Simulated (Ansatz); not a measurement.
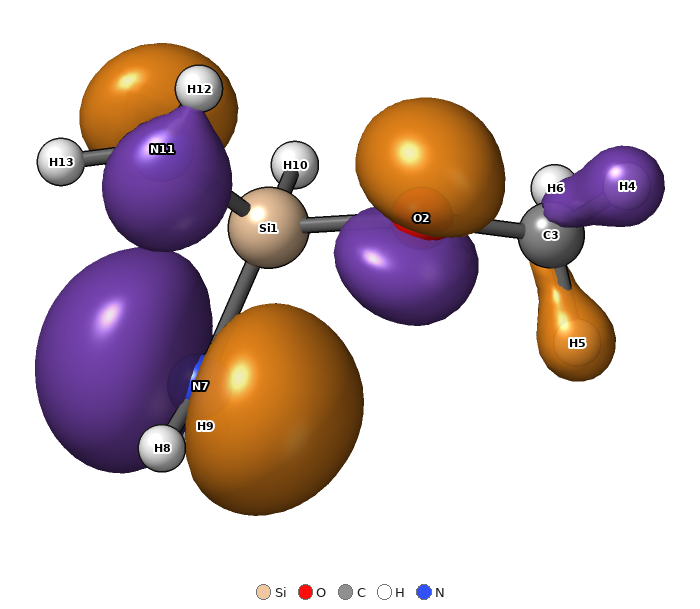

CH8N2OSi. The HOMO−1 at ±0.1 Å⁻³ᐟ² (orange and purple are the two phases), seen at an oblique angle.

Method: RKS PBE0/6-31G (Ansatz 0.2.0).

```yaml
atoms:
  - { symbol: Si, position_ang: [-0.2330, -0.3258, -0.0785] }
  - { symbol: O, position_ang: [-0.7897, -0.9562, 1.4304] }
  - { symbol: C, position_ang: [-0.9938, -0.1664, 2.6081] }
  - { symbol: H, position_ang: [-1.6914, -0.7048, 3.2530] }
  - { symbol: H, position_ang: [-0.0529, -0.0188, 3.1523] }
  - { symbol: H, position_ang: [-1.4207, 0.8205, 2.3757] }
  - { symbol: N, position_ang: [1.4677, -0.0074, -0.3106] }
  - { symbol: H, position_ang: [2.1499, -0.7449, -0.3904] }
  - { symbol: H, position_ang: [1.8567, 0.9204, -0.2632] }
  - { symbol: H, position_ang: [-0.8677, 1.0396, -0.1935] }
  - { symbol: N, position_ang: [-0.6911, -1.6083, -1.1577] }
  - { symbol: H, position_ang: [-1.3852, -2.2875, -0.8949] }
  - { symbol: H, position_ang: [-0.2745, -1.7337, -2.0639] }
```

What is the character of this orbital?

Its weight (Hirshfeld) is mainly on N7 (about 55 %), O2 (about 15 %) and N11 (about 10 %); largely a combination of lone pairs on N7, O2 and N11. Its energy is −7.08 eV.
